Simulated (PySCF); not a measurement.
**A series of small molecules: methyl halides CH3X**

Gas-phase molecules at GFN2-xTB geometries (not checked as minima at the level of the calculation), wB97X/def2-TZVP with PySCF. The ionisation energy is E(cation) − E(neutral) at fixed geometry, without spin-orbit coupling; where the highest orbital is degenerate, the cation is one component. LUMO energies depend on the basis. GFN2-xTB bonds to atoms past the second row can be off by 0.02 to 0.07 Å and angles by up to several degrees, which can move orbital and ionisation energies by up to 0.5 eV and charges by 0.01 to 0.02 e, so small steps and misses may come from the geometries. Volumes are summed on a coarse grid and good to about 2 %. Core potentials replace the inner electrons of I. Electronegativities are Pauling's, radii Cordero's.

```tsv
molecule	electronegativity of X	covalent radius of X (Å)	Hirshfeld charge of the central atom (e)	HOMO energy (eV)	vertical ionisation energy (eV)	HOMO–LUMO gap (eV)	volume inside the 0.001 a.u. surface (Å³)
CH3I	2.66	1.39	−0.138	−9.55	9.71	10.84	84
CH3Br	2.96	1.20	?	?	?	?	?
CH3Cl	3.16	1.02	−0.093	−10.91	11.31	14.00	63
CH3F	3.98	0.57	−0.027	−12.30	13.03	16.14	47
```

The results for CH3Br are withheld.

Fit a straight line to the Hirshfeld charge of the central atom against the electronegativity of X for the given members and predict CH3Br.

A least-squares line through the three given members is y = −0.3595 + 0.0837 x, with R² = 1.00 and a scatter of 0.0024 e; CH3Cl lies farthest from it (+0.002 e). At x = 2.96 it gives −0.112 e. For a new member the 90 % prediction interval is ±0.018 e, wide since three points leave one degree of freedom.

What did the calculation give?

The calculation gives −0.110 e, 0.002 e above the estimate (0.7 times the scatter, 2 % of the range of the series): inside the prediction interval. Its other results: HOMO energy −10.33 eV, vertical ionisation energy 10.59 eV, HOMO–LUMO gap 12.60 eV and volume inside the 0.001 a.u. surface 71 Å³.

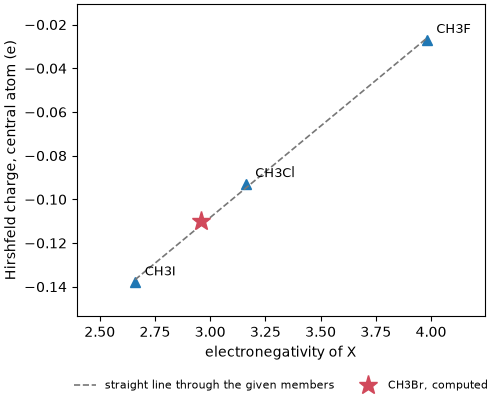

Over the series −ε(HOMO) lies 0.16 to 0.72 eV below the ionisation energy from total-energy differences. The pairing was chosen among those with R² above 0.96; series and pairings with weaker trends are left out of this set.

The single runs took from 5.2 s to 103 s, on 1 thread of shared hosts (four kinds of processor).
